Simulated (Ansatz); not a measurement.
The calculation's input:

```
crystal:
  periodic: [false, false, false]
  atoms:
    - { symbol: Zr, position_ang: [0.018245, 0.15056, -0.101308] }
    - { symbol: F, position_ang: [0.133337, 0.072917, 1.843178] }
    - { symbol: Cl, position_ang: [1.94198, 0.476069, -1.377281] }
    - { symbol: F, position_ang: [-1.243822, 1.509291, -0.460019] }
    - { symbol: "N", position_ang: [-0.83514, -1.594963, -0.651275] }
    - { symbol: H, position_ang: [-1.819992, -1.854022, -0.490049] }
    - { symbol: H, position_ang: [-0.428946, -2.261237, -1.329268] }
    - { symbol: O, position_ang: [1.254869, -2.492922, 1.32662] }
    - { symbol: H, position_ang: [0.40452, -2.522894, 0.827328] }
    - { symbol: H, position_ang: [1.032948, -1.838401, 2.040275] }
basis:
  gaussian: { orbitals: def2-SVP }
hamiltonian:
  xc: lda
relax:
  f_tol: 0.03
  max_steps: 50
output:
  orbitals: {}
```

Command:

```sh
ansatz run input.yaml --threads 4 --pin off --max-ram 5120MiB --backend cpu --events-out ev --progress --plain --runs-dir out
```

The fields are those of the run's last geometry, not of the input's.

Core potentials replace the inner electrons of Zr.

These are results of RKS LDA/def2-SVP in Ansatz, not measurements.

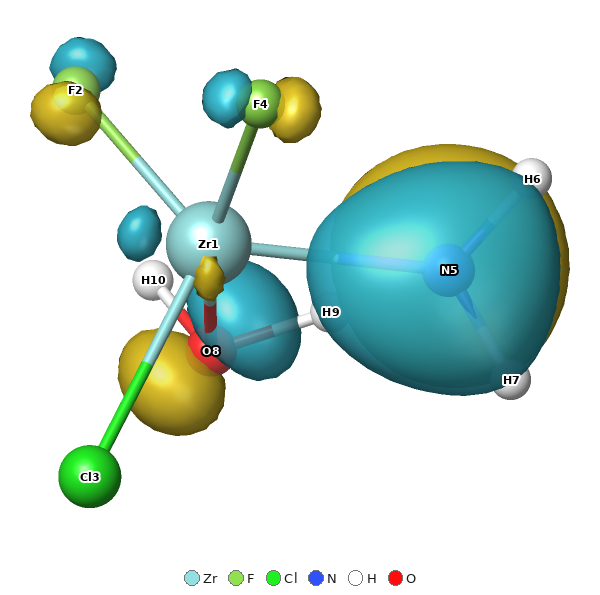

ClF₂H₄NOZr. The HOMO at ±0.15 Å⁻³ᐟ² (yellow and cyan are the two phases), seen from one side.

Describe this orbital and give its energy.

Answer. Its weight (Hirshfeld) is mainly on N5 (about 65 %), Zr1 (about 10 %) and O8 (about 10 %). Its energy is −6.77 eV.
